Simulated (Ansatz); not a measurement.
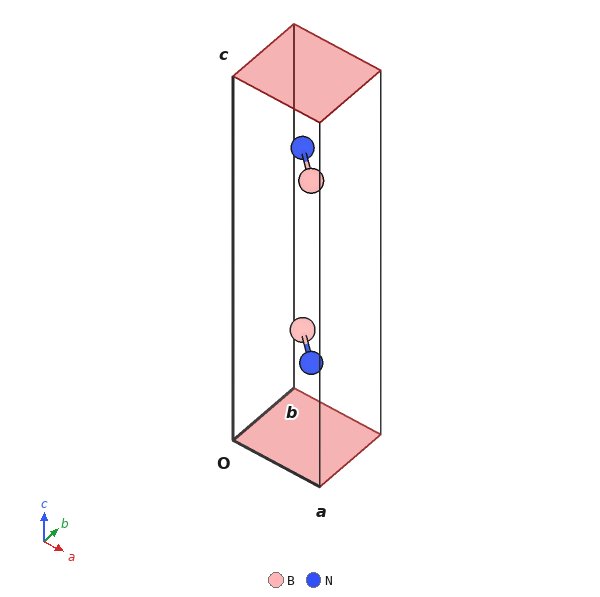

Every member of one family of equally spaced planes, hx + ky + lz = a whole number, that cuts the unit cell is shaded (one member passes through the origin O). Crystal: BN, a calculation's input that goes back to an entry of the Crystallography Open Database (an earlier step may have relaxed or displaced it). Symmetry computed with spglib at a tolerance of 0.002 Å; standard conventional cell.

a = 2.504 Å, b = 2.504 Å, c = 6.661 Å, α = 90.00°, β = 90.00°, γ = 120.00°.

> Which (hkl) family is drawn?

(0 0 1), in four indices (0 0 0 1); the opposite sign names the same planes. The member next to the origin meets the axes a never, b never, c at 1.

> What is the spacing?

d = 6.661 Å.

> Which atoms of the cell lie in these planes (within 0.03 Å)?

No atom.

> The space group is P6_3/mmc (No. 194). How many reflections hkl are equivalent to this one (itself included), and does it occur?

2 reflections are equivalent in the Laue class 6/mmm. The reflection is systematically absent, by a glide plane.
